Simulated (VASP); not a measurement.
Band structure of MgAl (space group P-6m2). Calculation: PBEsol GGA, VASP's PBE PAW potentials (set 64) (plane waves; VASP).

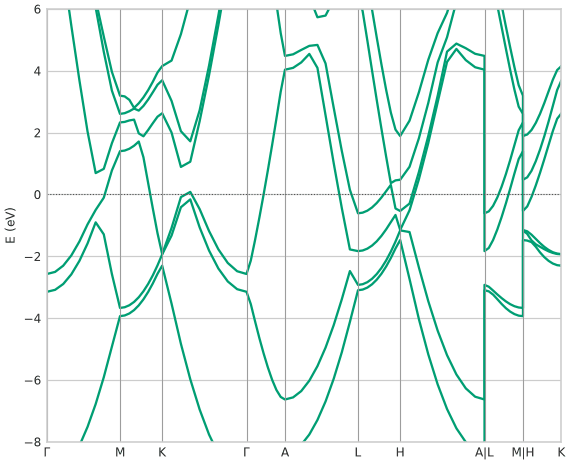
Figure. Bands along high-symmetry lines, zero at the valence-band maximum or, without a gap, the Fermi level

Question: Read the plot: is there a gap, and where are the band edges?

Answer: It has no gap at this level: it comes out as a metal or semimetal. (Edges off the drawn lines would not show.)

The structure comes from a computed database's MgAl entry (P-6m2); how it stands against other phases isn't given here. It was relaxed first. The electron count is odd and the run is not spin-polarised, which forces a metal.
